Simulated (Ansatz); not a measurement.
# HfO2 (Pca2_1): refractive index against wavelength

The refractive index of HfO2 (Pca2_1) along x below the direct gap (4.68 eV on the mesh) is read from one computed spectrum, n = √(Re ε). x, y and z are the Cartesian axes of the input cell.

It takes space group Pca2_1 (No. 29, orthorhombic). Conventional cell: a = 5.219 Å, b = 5.005 Å, c = 5.033 Å, α = 90.00°, β = 90.00°, γ = 90.00°. Around Hf on site a lie 7 O at 2.02 to 2.23 Å. O on site a has 3 Hf at 2.02 to 2.13 Å as nearest neighbours. O on site a is surrounded by 4 Hf at 2.11 to 2.23 Å.

Method: Ansatz 0.2.0, PBE, independent particles, k-mesh 4×4×4 with interpolation inside its cells, Gaussian parameter 0.1 eV.

Launch of the response step: `ansatz run input.yaml --threads 4 --pin off --max-ram 8192MiB --backend cpu --events-out ev --progress --plain --runs-dir out`. The run took 94 s, on 4 threads of Intel(R) Xeon(R) Platinum 8375C CPU @ 2.90GHz (Ice Lake) (shared host).

```tsv
wavelength (nm)	photon energy E (eV)	n
1064	1.165	2.2847
850	1.459	2.2944
700	1.771	?
633	1.959	2.3171
532	2.331	2.3396
450	2.755	2.3726
405	3.061	2.4023
```

In the single-oscillator model n² − 1 = E₀E_d/(E₀² − E²), so 1/(n² − 1) = E₀/E_d − E²/(E₀E_d) is linear in E².

Working, on the rows shown:

| x = E² (eV²) | y = 1/(n² − 1) |
| --- | --- |
| 1.35784 | 0.236975 |
| 2.12762 | 0.234507 |
| 3.83641 | 0.228888 |
| 5.43137 | 0.223527 |
| 7.59115 | 0.216019 |
| 9.37179 | 0.209598 |

Means: x̄ = 4.9527, ȳ = 0.22492. Σ(x − x̄)(y − ȳ) = -0.1667, Σ(x − x̄)² = 48.87. Slope = -0.1667 / 48.87 = -0.003411; intercept = ȳ − slope · x̄ = 0.24181. Turned back into n, the line misses the rows shown by at most 0.0012.

Q: Predict the last column of the withheld row from the fit.

A: At x = 3.1372 the line gives y = 0.23111, that is 2.3080. The run gave 2.3076, so the interpolation is off by 0.00041, 0.3 % of the range in the table.

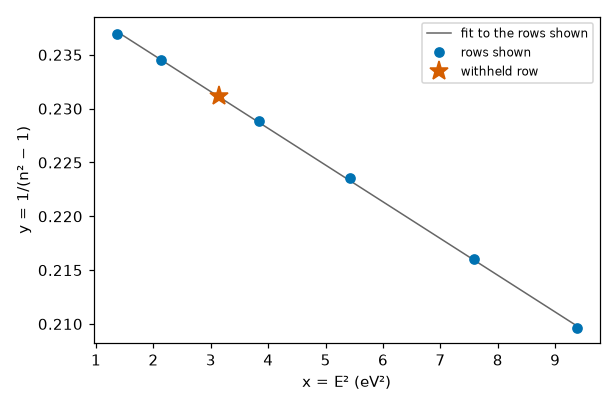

Refitted with all rows, the slope is -0.003414 and the intercept 0.24184. These give E₀ = √(intercept/−slope) = 8.42 eV and E_d = E₀/intercept = 34.8 eV; E₀ is 1.8 times the direct gap. The electronic limit at long wavelengths, without lattice vibrations, is n = √(1 + 1/intercept) = 2.266. Excitons are left out and so are local fields; PBE gaps are as a rule too small. Spin-orbit coupling is left out.

[Logs are printed without paths, hosts, clocks, repeated set-up lines and the standing remarks that a program may print on its own settings, such as how far it seeks lower states.]
